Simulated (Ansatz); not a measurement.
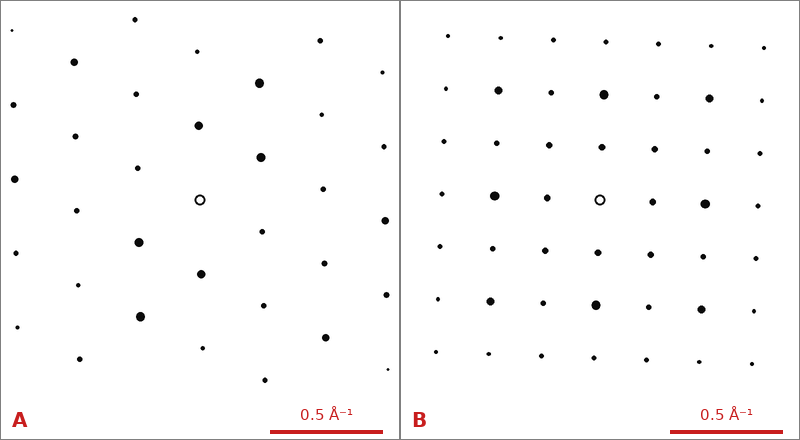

Kinematic electron diffraction patterns (120 kV, B = 0.5 Å², same scale, each along a low-index zone) of two structures of composition ReBi2, each relaxed at zero pressure with Ansatz 0.2.0, DFT PBE, scalar-relativistic, plane waves, PAW.

The structures (standard cells):
1. Pn-3m (No. 224), a = 5.964 Å, 6 atoms; generated start, possibly hypothetical
2. Pnnm (No. 58), a = 6.365 Å, b = 7.107 Å, c = 3.392 Å, 6 atoms; generated start, possibly hypothetical

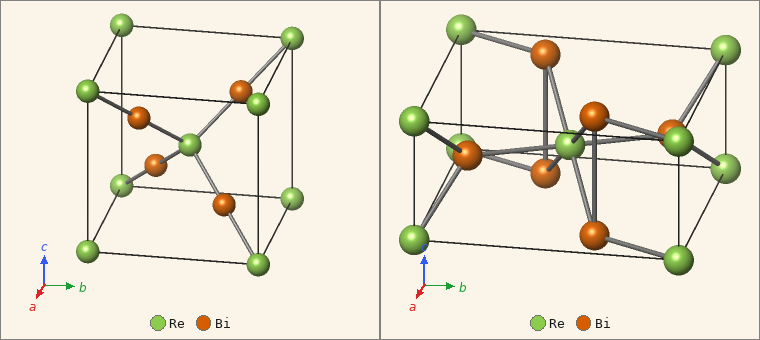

Drawings of the structures 1 to 2, from left to right (each may span several cells).

Which pattern belongs to which structure, and along which zone?

A is structure 2 along [010]: centred rectangular net of 2 0 0 at d = 3.18 Å and 1 0 1 at d = 2.99 Å, 62.0° apart (some points of this net are extinct or too weak to see). B is structure 1 along [001] or an equivalent direction: square net of 1 -1 0 at d = 4.22 Å and 1 1 0 at d = 4.22 Å, 90.0° apart (some points of this net are extinct or too weak to see).

Which structure lies lowest at this level of theory, and by how much?

Structure 2 (Pnnm, 25.57 Å³ an atom) is the lowest of these; structure 1 (Pn-3m, 35.35 Å³ an atom) lies about 600 meV an atom higher. These are static energies at 0 K; other structures, not shown, may lie lower still.
